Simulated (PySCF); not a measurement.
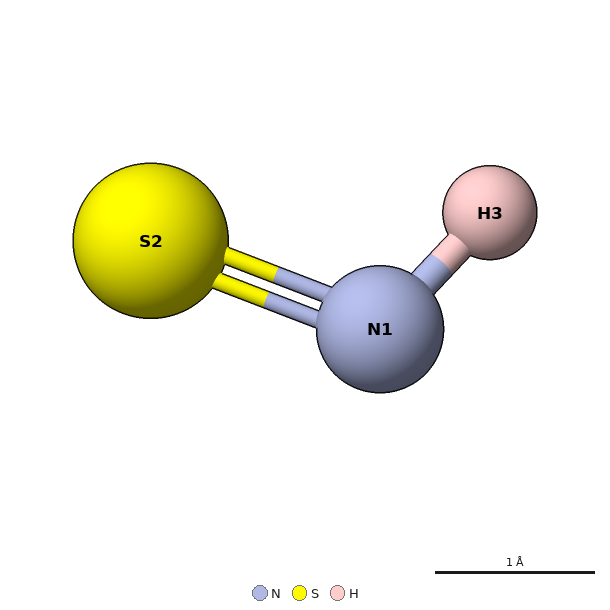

The computed structure is the end point of a PBE0-D3(BJ)/def2-SVP optimisation. No frequency run is at hand to confirm it as a minimum.

**What is the geometry at N1?**

N1 has 2 neighbours (S2 at 1.57, H3 at 1.03 Å); the arrangement is bent.
